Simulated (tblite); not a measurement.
**C$_{2}$H$_{14}$AsNSi$_{3}$: geometry relaxation (part 4 of 4)**

Continued. System: C$_{2}$H$_{14}$AsNSi$_{3}$. Method: GFN2-xTB geometry optimisation, gas phase (tblite 0.8.0). It belongs to a series of runs on one base structure; here: H on C replaced by N(SiH3)2.

### Trajectory as extended XYZ, continued
```
21
Properties=species:S:1:pos:R:3:forces:R:3 step=237 energy=-596.95128
C     2.6679   -0.5294   -1.1066    0.0200  -0.0250  -0.0060
Si    1.2027    0.5430   -0.5091   -0.0020  -0.0180  -0.0070
As    1.2875    1.0062    1.7763   -0.0070  -0.0140   0.0290
C    -0.4122   -0.3807   -0.9963   -0.0260  -0.0380  -0.0130
N    -1.5246   -0.2093   -0.0684    0.0010  -0.0160   0.0070
Si   -1.7497   -1.3827    1.1885    0.0090  -0.0150  -0.0060
Si   -2.3179    1.3312   -0.0996    0.0010   0.0340   0.0160
H     2.6539   -0.6879   -2.1805   -0.0150  -0.0090  -0.0020
H     2.6615   -1.5066   -0.6271   -0.0150   0.0240  -0.0110
H     3.6122   -0.0529   -0.8592    0.0020   0.0220   0.0120
H     1.2401    1.8053   -1.2857   -0.0100   0.0080  -0.0020
H     2.5859    1.7483    1.5994    0.0180  -0.0040  -0.0010
H     2.0796   -0.2397    2.0683   -0.0150   0.0120  -0.0070
H    -0.7367   -0.0379   -1.9835    0.0310   0.0200   0.0200
H    -0.2078   -1.4490   -1.0977    0.0140  -0.0090   0.0180
H    -0.9728   -1.0882    2.4117    0.0160   0.0120  -0.0380
H    -1.3071   -2.6670    0.6327   -0.0060   0.0150   0.0040
H    -3.1759   -1.4015    1.4989   -0.0080   0.0030   0.0020
H    -1.4833    2.3693    0.5361   -0.0140   0.0060  -0.0220
H    -2.5310    1.6703   -1.5097    0.0090   0.0020  -0.0070
H    -3.5815    1.1760    0.6110   -0.0020  -0.0110   0.0140
21
Properties=species:S:1:pos:R:3:forces:R:3 step=244 energy=-596.95356
C     2.6691   -0.4949   -1.1294   -0.0100  -0.0020   0.0090
Si    1.1932    0.5409   -0.4943    0.0110   0.0320   0.0000
As    1.2895    0.9676    1.7999    0.0010   0.0110  -0.0120
C    -0.4049   -0.4153   -0.9672   -0.0020   0.0010  -0.0100
N    -1.5298   -0.2188   -0.0609   -0.0020   0.0010   0.0050
Si   -1.7741   -1.3854    1.1973   -0.0080  -0.0190  -0.0040
Si   -2.3033    1.3315   -0.1193    0.0190   0.0070  -0.0040
H     2.6604   -0.6071   -2.2087   -0.0020   0.0010  -0.0150
H     2.6592   -1.4920   -0.6948    0.0150   0.0080   0.0080
H     3.6088   -0.0242   -0.8537   -0.0010   0.0010   0.0010
H     1.1936    1.8144   -1.2585   -0.0120  -0.0290   0.0260
H     2.5539    1.7667    1.6213    0.0130  -0.0030  -0.0010
H     2.1381   -0.2478    2.0503   -0.0060  -0.0120   0.0090
H    -0.7147   -0.1081   -1.9702    0.0070  -0.0030   0.0000
H    -0.1880   -1.4843   -1.0228    0.0030  -0.0080  -0.0130
H    -0.9366   -1.1295    2.3881    0.0060   0.0020  -0.0110
H    -1.4096   -2.6874    0.6249   -0.0130   0.0140   0.0110
H    -3.1900   -1.3346    1.5477    0.0040   0.0020   0.0100
H    -1.4721    2.3746    0.5115    0.0010   0.0020   0.0000
H    -2.4745    1.6543   -1.5389   -0.0180   0.0020  -0.0070
H    -3.5769    1.1961    0.5772   -0.0040  -0.0070  -0.0020
21
Properties=species:S:1:pos:R:3:forces:R:3 step=252 energy=-596.95469
C     2.6685   -0.4753   -1.1350   -0.0060   0.0080   0.0150
Si    1.1872    0.5391   -0.4814   -0.0010   0.0320  -0.0020
As    1.3061    0.9589    1.8115   -0.0050  -0.0050   0.0020
C    -0.4019   -0.4307   -0.9532   -0.0030   0.0030  -0.0040
N    -1.5323   -0.2232   -0.0561   -0.0150  -0.0050  -0.0080
Si   -1.7915   -1.3914    1.1981    0.0150   0.0100   0.0040
Si   -2.2931    1.3326   -0.1341   -0.0030  -0.0100   0.0000
H     2.6595   -0.5703   -2.2159    0.0060  -0.0050  -0.0110
H     2.6656   -1.4773   -0.7134    0.0100  -0.0190   0.0000
H     3.6043   -0.0036   -0.8499    0.0130   0.0150  -0.0110
H     1.1586    1.8181   -1.2331    0.0020  -0.0130   0.0070
H     2.5620    1.7693    1.6212    0.0110  -0.0130  -0.0020
H     2.1646   -0.2541    2.0431   -0.0060   0.0030   0.0160
H    -0.7037   -0.1348   -1.9620   -0.0050  -0.0030  -0.0050
H    -0.1834   -1.4997   -0.9964    0.0070  -0.0100  -0.0030
H    -0.9180   -1.1603    2.3675    0.0060   0.0030   0.0050
H    -1.4714   -2.7016    0.6203   -0.0120   0.0000  -0.0090
H    -3.1965   -1.3074    1.5811   -0.0040   0.0140   0.0020
H    -1.4548    2.3763    0.4863   -0.0030  -0.0040  -0.0040
H    -2.4682    1.6396   -1.5570   -0.0030   0.0050  -0.0040
H    -3.5706    1.2127    0.5577   -0.0050  -0.0060   0.0120
21
Properties=species:S:1:pos:R:3:forces:R:3 step=259 energy=-596.95817
C     2.6860   -0.4407   -1.1434    0.0050   0.0100  -0.0010
Si    1.1902    0.5399   -0.4663   -0.0180  -0.0440  -0.0250
As    1.3030    0.9457    1.8266    0.0590  -0.0080   0.0200
C    -0.3915   -0.4431   -0.9437   -0.0020   0.0110   0.0080
N    -1.5296   -0.2271   -0.0571   -0.0220   0.0440  -0.0120
Si   -1.8002   -1.3855    1.2035   -0.0200   0.0210   0.0050
Si   -2.2986    1.3252   -0.1603   -0.0120  -0.0200  -0.0300
H     2.6616   -0.5425   -2.2244   -0.0060   0.0090   0.0170
H     2.7247   -1.4412   -0.7189   -0.0120  -0.0010   0.0080
H     3.6132    0.0602   -0.8787   -0.0010   0.0120  -0.0110
H     1.1340    1.8281   -1.1959    0.0140   0.0140  -0.0220
H     2.5985    1.6968    1.6472   -0.0150   0.0080   0.0060
H     2.1143   -0.2989    2.0660   -0.0280  -0.0070   0.0140
H    -0.6829   -0.1558   -1.9586   -0.0140  -0.0120   0.0120
H    -0.1688   -1.5125   -0.9761   -0.0120   0.0110   0.0130
H    -0.8517   -1.2157    2.3249   -0.0090  -0.0030   0.0020
H    -1.6089   -2.7127    0.6128    0.0250  -0.0350  -0.0320
H    -3.1794   -1.2141    1.6490    0.0270   0.0190   0.0110
H    -1.4321    2.3899    0.3807   -0.0060  -0.0120  -0.0030
H    -2.5473    1.5844   -1.5845    0.0170  -0.0090   0.0310
H    -3.5433    1.2366    0.5964    0.0280  -0.0100  -0.0100
21
Properties=species:S:1:pos:R:3:forces:R:3 step=267 energy=-596.96028
C     2.6876   -0.4279   -1.1443   -0.0010   0.0000   0.0010
Si    1.1911    0.5405   -0.4532    0.0000  -0.0020  -0.0140
As    1.3236    0.9295    1.8446   -0.0130   0.0000   0.0040
C    -0.3915   -0.4378   -0.9360    0.0040   0.0040  -0.0010
N    -1.5309   -0.2172   -0.0537   -0.0030   0.0010  -0.0080
Si   -1.7969   -1.3788    1.2044   -0.0070  -0.0030   0.0010
Si   -2.3165    1.3227   -0.1857   -0.0060   0.0000   0.0030
H     2.6420   -0.5476   -2.2225   -0.0020   0.0040   0.0080
H     2.7495   -1.4205   -0.7040   -0.0020   0.0040   0.0020
H     3.6114    0.0929   -0.9076   -0.0030   0.0000  -0.0060
H     1.1412    1.8362   -1.1732    0.0010  -0.0040  -0.0050
H     2.6317    1.6553    1.6671    0.0110  -0.0060   0.0000
H     2.0985   -0.3379    2.0821   -0.0040   0.0040  -0.0040
H    -0.6808   -0.1544   -1.9527    0.0050  -0.0070   0.0120
H    -0.1706   -1.5081   -0.9634   -0.0060   0.0150   0.0050
H    -0.8123   -1.2446    2.2986    0.0050  -0.0030   0.0030
H    -1.6531   -2.7069    0.5954    0.0020   0.0030  -0.0060
H    -3.1514   -1.1621    1.6988    0.0060  -0.0020   0.0030
H    -1.4474    2.4065    0.3101   -0.0050  -0.0110  -0.0020
H    -2.5951    1.5438   -1.6101    0.0080  -0.0050   0.0200
H    -3.5391    1.2330    0.6047    0.0090   0.0080  -0.0170
21
Properties=species:S:1:pos:R:3:forces:R:3 step=275 energy=-596.96099
C     2.6875   -0.4237   -1.1423   -0.0060   0.0060  -0.0050
Si    1.1872    0.5472   -0.4621    0.0150  -0.0090   0.0020
As    1.3136    0.9491    1.8342    0.0010   0.0010   0.0000
C    -0.3914   -0.4406   -0.9358    0.0050  -0.0020   0.0110
N    -1.5328   -0.2202   -0.0560    0.0000   0.0070   0.0100
Si   -1.7941   -1.3820    1.2028   -0.0040  -0.0060   0.0110
Si   -2.3098    1.3243   -0.1788   -0.0150   0.0050  -0.0070
H     2.6427   -0.5503   -2.2196   -0.0050  -0.0070   0.0000
H     2.7506   -1.4129   -0.6947    0.0010   0.0080   0.0000
H     3.6107    0.1006   -0.9112   -0.0050   0.0010   0.0070
H     1.1323    1.8325   -1.1984    0.0030   0.0120  -0.0010
H     2.6435    1.6384    1.6663   -0.0010  -0.0030  -0.0040
H     2.0540   -0.3361    2.0844   -0.0060   0.0010  -0.0030
H    -0.6814   -0.1701   -1.9549   -0.0050   0.0060  -0.0080
H    -0.1648   -1.5090   -0.9514    0.0030  -0.0140  -0.0050
H    -0.8051   -1.2519    2.2947   -0.0050  -0.0020  -0.0090
H    -1.6483   -2.7063    0.5850   -0.0090   0.0070   0.0090
H    -3.1453   -1.1642    1.7076    0.0160  -0.0060  -0.0100
H    -1.4383    2.3978    0.3353   -0.0090  -0.0050  -0.0060
H    -2.5783    1.5583   -1.6030    0.0140  -0.0020   0.0190
H    -3.5414    1.2358    0.5975    0.0100   0.0030  -0.0090
21
Properties=species:S:1:pos:R:3:forces:R:3 step=282 energy=-596.96157
C     2.6862   -0.4159   -1.1462   -0.0080   0.0070   0.0070
Si    1.1854    0.5510   -0.4629   -0.0010  -0.0080   0.0050
As    1.3198    0.9552    1.8324    0.0050   0.0090  -0.0030
C    -0.3909   -0.4435   -0.9300   -0.0010   0.0000   0.0040
N    -1.5327   -0.2197   -0.0509    0.0070  -0.0030   0.0020
Si   -1.7928   -1.3814    1.2083   -0.0070  -0.0130  -0.0100
Si   -2.3122    1.3227   -0.1833    0.0110   0.0010   0.0000
H     2.6331   -0.5630   -2.2207   -0.0010   0.0010   0.0130
H     2.7648   -1.3953   -0.6800   -0.0010  -0.0010  -0.0060
H     3.6040    0.1234   -0.9298    0.0120   0.0010  -0.0100
H     1.1250    1.8396   -1.1944    0.0000  -0.0020  -0.0030
H     2.6645    1.6146    1.6602   -0.0060   0.0010   0.0010
H     2.0332   -0.3431    2.0868    0.0000  -0.0110  -0.0020
H    -0.6808   -0.1768   -1.9505   -0.0070  -0.0030   0.0000
H    -0.1630   -1.5124   -0.9416   -0.0010   0.0090  -0.0010
H    -0.7823   -1.2720    2.2815   -0.0050   0.0060   0.0030
H    -1.6768   -2.7061    0.5846   -0.0070   0.0040   0.0080
H    -3.1336   -1.1475    1.7322    0.0160   0.0010  -0.0040
H    -1.4509    2.3958    0.3477   -0.0080   0.0020  -0.0020
H    -2.5502    1.5564   -1.6118    0.0020   0.0040  -0.0010
H    -3.5585    1.2349    0.5679    0.0010  -0.0060   0.0010
21
Properties=species:S:1:pos:R:3:forces:R:3 step=290 energy=-596.96197
C     2.6876   -0.4056   -1.1510   -0.0040   0.0000   0.0000
Si    1.1839    0.5517   -0.4621   -0.0010   0.0000  -0.0020
As    1.3240    0.9561    1.8318    0.0020   0.0010   0.0030
C    -0.3881   -0.4515   -0.9237    0.0010  -0.0040   0.0010
N    -1.5312   -0.2226   -0.0480    0.0020  -0.0020  -0.0070
Si   -1.7981   -1.3809    1.2130    0.0040   0.0020  -0.0030
Si   -2.3092    1.3199   -0.1858    0.0030   0.0030   0.0000
H     2.6248   -0.5595   -2.2237   -0.0010  -0.0020  -0.0040
H     2.7779   -1.3819   -0.6808    0.0050  -0.0030   0.0000
H     3.6039    0.1418   -0.9487    0.0040   0.0000   0.0010
H     1.1160    1.8386   -1.1950   -0.0050   0.0060  -0.0040
H     2.6716    1.6075    1.6556   -0.0020   0.0010   0.0050
H     2.0292   -0.3479    2.0820    0.0010  -0.0040   0.0020
H    -0.6780   -0.1967   -1.9474   -0.0030   0.0060   0.0020
H    -0.1564   -1.5193   -0.9256   -0.0010  -0.0050   0.0070
H    -0.7733   -1.2824    2.2741   -0.0070  -0.0040  -0.0030
H    -1.7155   -2.7090    0.5918    0.0010   0.0050   0.0060
H    -3.1271   -1.1199    1.7523    0.0040  -0.0010   0.0000
H    -1.4708    2.3925    0.3814   -0.0020   0.0000   0.0010
H    -2.5036    1.5697   -1.6180   -0.0030   0.0000   0.0000
H    -3.5765    1.2164    0.5275    0.0010   0.0010  -0.0020
```

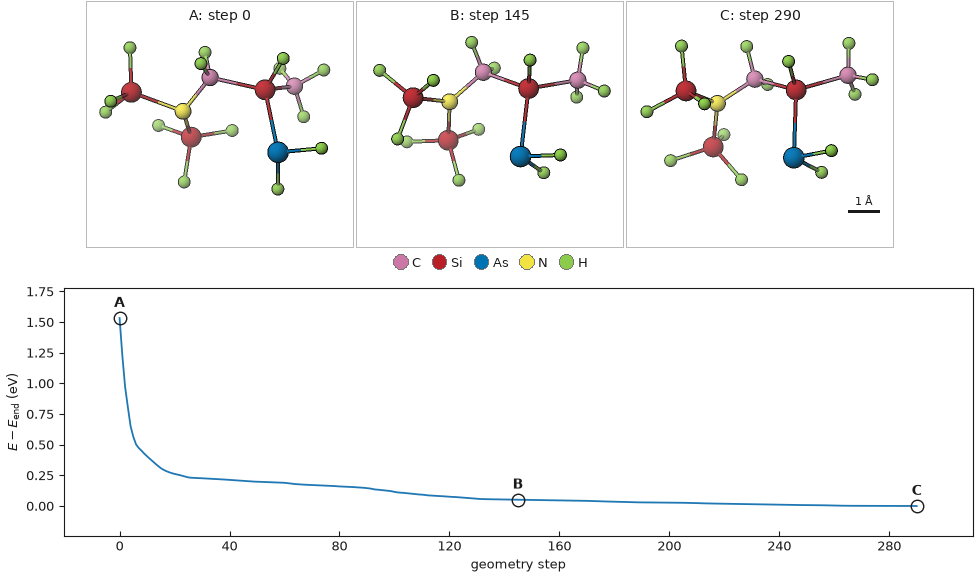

*Frames of the relaxation (ball-and-stick view, seen at a tilt) above the curves, on which the letters mark them (steps are counted from 0).*

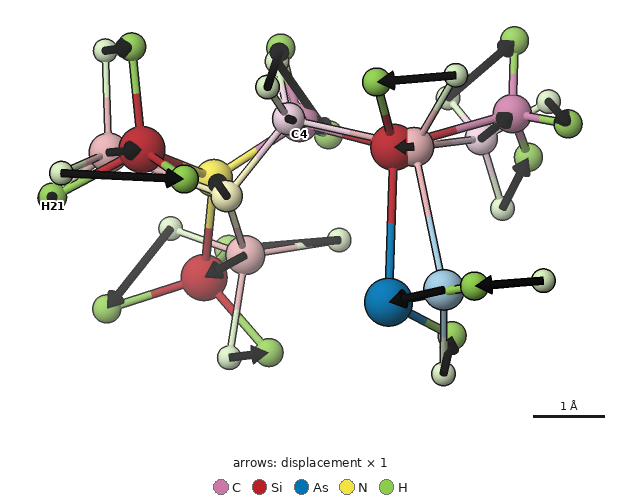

*Start (faint) and end (solid) with the displacements as black arrows, at true length (ball-and-stick view, seen at a tilt). The two geometries are laid on each other by the best rigid fit.*

The largest move after the best rigid fit is that of H14, 2.24 Å. By element the largest moves are H 2.24 Å, C 1.24 Å, As 0.87 Å, N 0.86 Å, Si 0.72 Å. Among the contacts that change: Si2–C4 1.835 → 1.921 Å, N5–Si7 1.791 → 1.733 Å, As3–H13 1.560 → 1.503 Å, C1–Si2 1.856 → 1.911 Å. Among the angles that change: H12–As3–H13 109.0° → 88.6°, Si2–As3–H13 111.4° → 92.4°, Si6–N5–Si7 107.9° → 125.7°. The energy falls by 1.534 eV in 290 geometry steps. Largest force component: 2 eV/Å at the start, 0.007 eV/Å at the end. (Atoms are counted from 1 in the order of the input.)

This output came from the following input.

### Input file
```
{"job": {"kind": "relax", "xc": "GFN2-xTB", "basis": "xTB"}, "charge": 0, "multiplicity": 1}
C      2.102000    -1.273700    -0.803200
Si     1.477800     0.450000    -0.514600
As     2.165700     1.261100     1.578600
C     -0.307400     0.726100    -0.837000
N     -1.193100     0.517800     0.276300
Si    -1.203200    -1.097700     0.977900
Si    -2.859000     0.894700    -0.262500
H      1.469200    -1.899700    -1.421100
H      2.344400    -1.840500     0.138500
H      3.068200    -1.191400    -1.353800
H      2.202400     1.307800    -1.485000
H      3.671400     1.610800     1.432000
H      2.002100     0.179200     2.690200
H     -0.424500     1.779400    -1.195200
H     -0.635400     0.113800    -1.701500
H     -1.334900    -0.940100     2.462300
H     -0.002800    -1.850900     0.660200
H     -2.444400    -1.810500     0.573400
H     -3.256500     2.264800     0.164100
H     -2.986700     0.844000    -1.717800
H     -3.864200    -0.028000     0.337700
```

The first line tells a small driver script what to run in tblite; the rest is the geometry in Å.

Launched with:
```bash
OMP_NUM_THREADS=1 python <driver script> task.json out
```

### Results in brief

```tsv
quantity	value
outcome	converged
total energy	−596.9620 eV
hardware	1 CPU thread, shared host
wall time	5.6 s
peak memory	0.18 GiB
```
